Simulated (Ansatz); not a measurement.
# Nudged elastic band, with input and output: SiH₅Br

SiH₅Br, computed with RKS PBE0-D4/def2-SVP (Ansatz 0.2.0).

Figures and captions count atoms from 1; the log counts them from 0 in places.

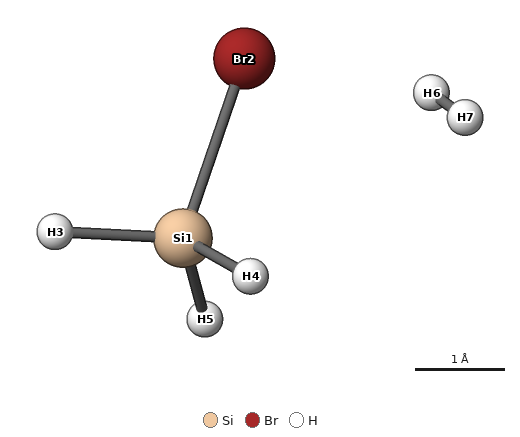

*The starting structure (ball-and-stick view, seen at a tilt; atoms are numbered from 1 in the order of the input).*

Bond lengths as drawn: Br–Si 2.22 Å, H–H 0.75 Å and H–Si 1.48 Å.

## Input
```yaml
crystal:
  periodic: [false, false, false]
  atoms:
    - {symbol: Si, position_ang: [-0.824921, -0.750937, -0.440295]}
    - {symbol: Br, position_ang: [0.896836, -0.092181, -1.678235]}
    - {symbol: H, position_ang: [-2.072900, -0.392785, -1.151601]}
    - {symbol: H, position_ang: [-0.751375, -0.057417, 0.865401]}
    - {symbol: H, position_ang: [-0.732587, -2.217191, -0.257935]}
    - {symbol: H, position_ang: [1.737360, 1.607901, 0.988280]}
    - {symbol: H, position_ang: [1.747586, 1.902609, 1.674384]}
basis:
  gaussian: {orbitals: def2-SVP}
hamiltonian: {xc: pbe0, dispersion: d4}
neb:
  images: 5
  climbing: true
  max_iterations: 40
  initial_path: idpp
  final_atoms:
    - {symbol: Si, position_ang: [-0.779058, -0.251176, 0.633670]}
    - {symbol: Br, position_ang: [2.172142, 0.484745, -2.244551]}
    - {symbol: H, position_ang: [-1.608292, 0.240753, -0.493290]}
    - {symbol: H, position_ang: [-1.559398, -0.216114, 1.895177]}
    - {symbol: H, position_ang: [-0.315425, -1.632890, 0.358837]}
    - {symbol: H, position_ang: [1.681312, 0.738683, -0.932682]}
    - {symbol: H, position_ang: [0.408719, 0.636000, 0.782837]}
```

Run on 2 CPU threads, shared host.

Command:
```bash
ansatz run in.yaml --threads 2 --pin off --events-out ev --progress --plain --max-ram 4352MiB
```

## Log
```
Functional definition: PBE0
  name "PBE0"
  cite "Adamo & Barone, J. Chem. Phys. 110, 6158 (1999) doi:10.1063/1.478522"
  cite "Perdew, Burke & Ernzerhof, Phys. Rev. Lett. 77, 3865 (1996) doi:10.1103/PhysRevLett.77.3865"
  parent pbe
  parameter a = 0.25
  parameter kappa = 0.804
  parameter beta = 0.06672455060314922
  exchange = (1 - a)*pbe_x(kappa = kappa, mu = beta*pi^2/3) + a*exact_x
  correlation = pbe_c(beta = beta)
775 factors; integrals over basis functions are off by at most 2.6e-4 eV
mean field evaluation 1: about -77982.7030 eV, gradient 8.0e0 eV
mean field evaluation 2: about -77982.8964 eV, gradient 1.7e0 eV
mean field evaluation 4: about -77982.9056 eV, gradient 1.3e-1 eV
mean field evaluation 8: about -77982.9057 eV, gradient 1.1e-3 eV
mean field -77982.90567634 eV, -2865.8189248935 hartree, gradient 1.5e-5 eV, S^2 0.000000; 0 other end points of the search recorded, 0 dependent functions left out
the calculation of the forces begins
reference -77982.90570086 eV, -2865.8189257947 hartree; 27, 27 occupied and 48, 48 virtual orbitals, 775 factors
779 factors; integrals over basis functions are off by at most 8.4e-4 eV
mean field evaluation 16: about -77982.3417 eV, gradient 1.8e-1 eV
mean field -77982.34456537 eV, -2865.7983044456 hartree, gradient 1.1e-5 eV, S^2 0.000000; 0 other end points of the search recorded, 0 dependent functions left out
[... from here on the field's lines of each further geometry are left out, up to the last ...]
WARN: NEB end point (image 0): max|allowed force component| = 5.079e-1 eV/Å (the criterion of neb.relax_end_points is 1.000e-2). That is over neb.f_tol: it is no minimum, so the barrier can be far off. Relax it first
WARN: NEB end point (image 6): max|allowed force component| = 1.508e-1 eV/Å (the criterion of neb.relax_end_points is 1.000e-2). That is over neb.f_tol: it is no minimum, so the barrier can be far off. Relax it first
NEB iter   1: max|band force component| = 4.580e0 eV/Å  barrier→ = 5.3583 eV  barrier← = 4.7831 eV  Δτ_max = 0.2000 Å  (160 SCF iters)
NEB iter   2: max|band force component| = 3.514e0 eV/Å  barrier→ = 3.7216 eV  barrier← = 3.1464 eV  Δτ_max = 0.2000 Å  (133 SCF iters)
NEB iter   3: max|band force component| = 6.162e0 eV/Å  barrier→ = 2.4727 eV  barrier← = 1.8975 eV  Δτ_max = 0.1007 Å  (128 SCF iters)
NEB iter   4: max|band force component| = 1.289e0 eV/Å  barrier→ = 2.2296 eV  barrier← = 1.6544 eV  Δτ_max = 0.2000 Å  (119 SCF iters)
NEB iter   5: max|band force component| = 1.011e0 eV/Å  barrier→ = 1.8951 eV  barrier← = 1.3199 eV  Δτ_max = 0.2000 Å  (118 SCF iters)
NEB iter   6: max|band force component| = 1.432e0 eV/Å  barrier→ = 1.7039 eV  barrier← = 1.1287 eV  CI = image 4  Δτ_max = 0.2000 Å  (116 SCF iters)
NEB iter   7: max|band force component| = 2.592e0 eV/Å  barrier→ = 2.0709 eV  barrier← = 1.4957 eV  CI = image 4  Δτ_max = 0.0981 Å  (113 SCF iters)
NEB iter   8: max|band force component| = 1.900e0 eV/Å  barrier→ = 2.2538 eV  barrier← = 1.6786 eV  CI = image 4  Δτ_max = 0.1980 Å  (115 SCF iters)
NEB iter   9: max|band force component| = 4.950e-1 eV/Å  barrier→ = 2.1844 eV  barrier← = 1.6092 eV  CI = image 4  Δτ_max = 0.0588 Å  (113 SCF iters)
NEB iter  10: max|band force component| = 3.119e-1 eV/Å  barrier→ = 2.1584 eV  barrier← = 1.5832 eV  CI = image 4  Δτ_max = 0.0310 Å  (112 SCF iters)
NEB iter  11: max|band force component| = 2.366e-1 eV/Å  barrier→ = 2.1523 eV  barrier← = 1.5771 eV  CI = image 4  Δτ_max = 0.0273 Å  (97 SCF iters)
NEB iter  12: max|band force component| = 7.380e-2 eV/Å  barrier→ = 2.1494 eV  barrier← = 1.5743 eV  CI = image 4  Δτ_max = 0.0142 Å  (105 SCF iters)
the calculation of the forces begins
reference -77982.26431863 eV, -2865.7953554324 hartree; 27, 27 occupied and 48, 48 virtual orbitals, 777 factors
these checks for a lower state are left out or cut short: stability, starts, cluster_reference, orbital_swaps, neighbouring_geometries, increment
779 factors; integrals over basis functions are off by at most 8.4e-4 eV
mean field evaluation 768: about -77982.3388 eV, gradient 1.2e-6 eV
mean field -77982.33881965 eV, -2865.7980932943 hartree, gradient 1.3e-6 eV, S^2 0.000000; 0 other end points of the search recorded, 0 dependent functions left out
the calculation of the forces begins
reference -77982.33884446 eV, -2865.7980942062 hartree; 27, 27 occupied and 48, 48 virtual orbitals, 779 factors
NEB iter  13: max|band force component| = 3.467e-2 eV/Å  barrier→ = 2.1487 eV  barrier← = 1.5735 eV  CI = image 4  CI's point: of a kind that is not told: the force calls were inconclusive, a negative curvature could not be distinguished from the path's own, the only one lies far off the path, or fixed occupations may fill a level only in part  Δτ_max = 0.0000 Å  (867 SCF iters)
```

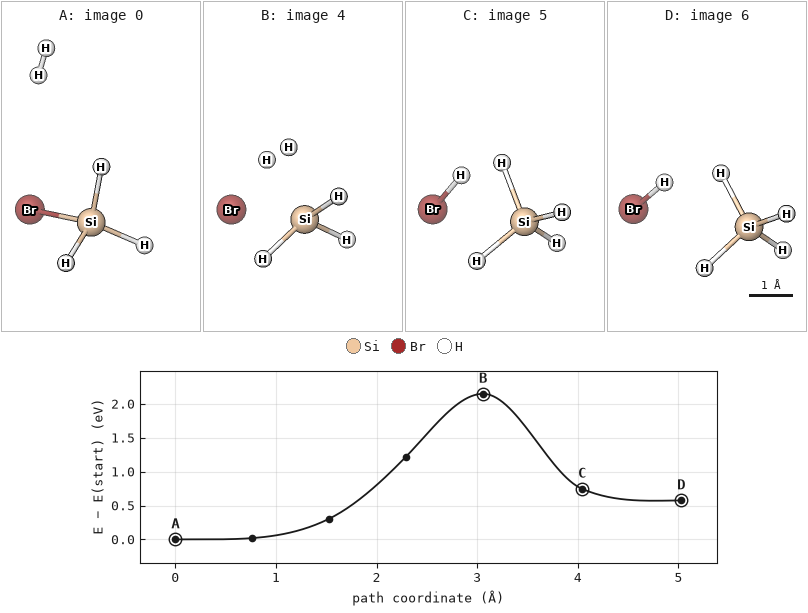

*Images of the last band (counted from 0; ball-and-stick, seen at a tilt) above the energy along the path; the line is a cubic interpolation that uses the forces.*

The highest image is number 4, 2.149 eV above the start and 1.574 eV above the end (the climbing image); the end lies 0.575 eV above the start. The path is 5.03 Å long. The band converged in 13 iterations. The end points carry forces over 0.1 eV/Å, so they aren't fully relaxed minima and the barriers are approximate.

```
WARN: NEB: the barrier is in doubt: the climbing image shows signs of a second negative curvature. Check it with more images (neb.images), a lower neb.f_tol or relaxed end points
Total energy: -77980.84143292 eV, -2865.7430653471 hartree
Atom 0 at    -0.447471    -0.178284     0.276963 Å, force    -0.031847    -0.019559     0.002852 eV/Å
Atom 1 at     0.882247    -0.289945    -2.021062 Å, force    -0.001961    -0.010743    -0.024321 eV/Å
Atom 2 at    -1.603191     0.313242    -0.510142 Å, force     0.004462     0.012396    -0.003932 eV/Å
Atom 3 at    -0.683949     0.339553     1.671450 Å, force    -0.002267     0.007465     0.014861 eV/Å
Atom 4 at    -0.175924    -1.625748     0.437399 Å, force     0.017327     0.002889     0.002519 eV/Å
Atom 5 at     1.093005     0.586362    -0.349772 Å, force     0.021361     0.027469     0.033066 eV/Å
Atom 6 at     0.935282     0.854819     0.495164 Å, force    -0.007075    -0.019918    -0.025045 eV/Å
Dipole moment:    -0.195271     0.134686     0.606981 e Å
```

## The last band as extended XYZ (Å, eV, eV/Å)
```
7
Properties=species:S:1:pos:R:3:forces:R:3 image=0 energy=-77982.99011
Si   -0.8249   -0.7509   -0.4403    0.0530   0.0225  -0.0336
Br    0.8968   -0.0922   -1.6782    0.1121   0.0470  -0.0714
H    -2.0729   -0.3928   -1.1516   -0.1443   0.0276  -0.0609
H    -0.7514   -0.0574    0.8654   -0.0063   0.0657   0.1441
H    -0.7326   -2.2172   -0.2579   -0.0094  -0.1561   0.0293
H     1.7374    1.6079    0.9883   -0.0135  -0.2223  -0.5079
H     1.7476    1.9026    1.6744    0.0084   0.2157   0.5004
7
Properties=species:S:1:pos:R:3:forces:R:3 image=1 energy=-77982.97058
Si   -0.7702   -0.6197   -0.2475   -0.0163  -0.0264  -0.0379
Br    0.8125   -0.1523   -1.7487   -0.0274  -0.0109   0.0096
H    -2.0886   -0.2845   -0.8507   -0.0186  -0.0267  -0.0017
H    -0.5443    0.1924    0.9783    0.0026  -0.0032  -0.0222
H    -0.6858   -2.0704    0.0741   -0.0266  -0.0111  -0.0067
H     1.7194    1.3666    0.5392    0.0322   0.0327   0.0272
H     1.5569    1.5679    1.2554    0.0540   0.0455   0.0318
7
Properties=species:S:1:pos:R:3:forces:R:3 image=2 energy=-77982.68503
Si   -0.6760   -0.4843   -0.0819   -0.1360  -0.1352  -0.1102
Br    0.7628   -0.2131   -1.7822   -0.0914   0.0022   0.0751
H    -1.9797   -0.0704   -0.6510   -0.2182  -0.2074  -0.0051
H    -0.4741    0.3086    1.1669    0.1611   0.0387  -0.2320
H    -0.5389   -1.9143    0.2868   -0.2298  -0.1372  -0.0277
H     1.5782    1.1142    0.1799    0.2793   0.2214   0.1209
H     1.3278    1.2593    0.8815    0.2350   0.2174   0.1791
7
Properties=species:S:1:pos:R:3:forces:R:3 image=3 energy=-77981.76875
Si   -0.5430   -0.3351    0.0581   -0.1894  -0.2970  -0.4197
Br    0.7527   -0.2931   -1.8891   -0.3970  -0.1155   0.2198
H    -1.7886    0.1598   -0.5627   -0.4035  -0.2932  -0.0208
H    -0.5632    0.3307    1.4193    0.3557   0.0785  -0.4766
H    -0.3275   -1.7597    0.3931   -0.3352  -0.2530  -0.0114
H     1.3359    0.8564   -0.0674    0.5118   0.5063   0.4709
H     1.1338    1.0410    0.6487    0.4578   0.3738   0.2378
7
Properties=species:S:1:pos:R:3:forces:R:3 image=4 energy=-77980.84141
Si   -0.4475   -0.1783    0.2770   -0.0318  -0.0196   0.0029
Br    0.8822   -0.2899   -2.0211   -0.0020  -0.0107  -0.0243
H    -1.6032    0.3132   -0.5101    0.0045   0.0124  -0.0039
H    -0.6839    0.3396    1.6715   -0.0023   0.0075   0.0149
H    -0.1759   -1.6257    0.4374    0.0173   0.0029   0.0025
H     1.0930    0.5864   -0.3498    0.0214   0.0275   0.0331
H     0.9353    0.8548    0.4952   -0.0071  -0.0199  -0.0250
7
Properties=species:S:1:pos:R:3:forces:R:3 image=5 energy=-77982.24346
Si   -0.4806   -0.0399    0.6416   -0.0061   0.1051   0.2481
Br    1.0826   -0.2877   -2.2882    0.2074   0.0465  -0.1924
H    -1.4993    0.3679   -0.3689    0.0830   0.0258   0.0614
H    -0.9198    0.3159    2.0098   -0.2299  -0.0617   0.2379
H    -0.1683   -1.4942    0.5335    0.0114   0.0806   0.0317
H     1.1996    0.3692   -1.0042    0.0844  -0.1279  -0.4201
H     0.7858    0.7688    0.4764   -0.1502  -0.0684   0.0334
7
Properties=species:S:1:pos:R:3:forces:R:3 image=6 energy=-77982.41494
Si   -0.5542    0.0167    0.8741    0.0076   0.0018  -0.0063
Br    1.3719   -0.3530   -2.8257   -0.0129  -0.0164  -0.0151
H    -1.6520    0.3957   -0.0483   -0.1122   0.0386  -0.0951
H    -0.8817    0.4391    2.2583   -0.0347   0.0414   0.1388
H    -0.3333   -1.4491    0.8269    0.0226  -0.1508  -0.0058
H     1.3538    0.2431   -1.5331    0.0122   0.0191   0.0220
H     0.6953    0.7074    0.4478    0.1174   0.0662  -0.0384
```

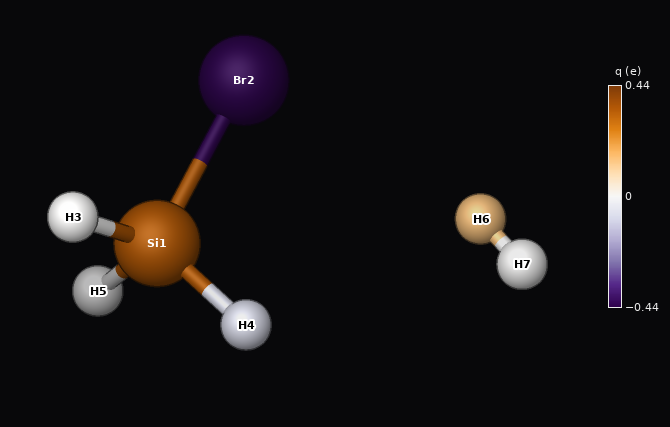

*Mulliken charges, as the colour of each atom (ball-and-stick view, seen at a tilt; atoms are numbered from 1 in the order of the input).*

By element: Si +0.34, Br −0.42 and H −0.07 to +0.14 e.

## Summary

```tsv
quantity	value
outcome	converged
barrier, forward	2.149 eV
barrier, backward	1.573 eV
dipole moment (one image of the band)	3.13 D
wall time	55 s (CPU time 1.7 min)
peak memory	0.34 GiB
```
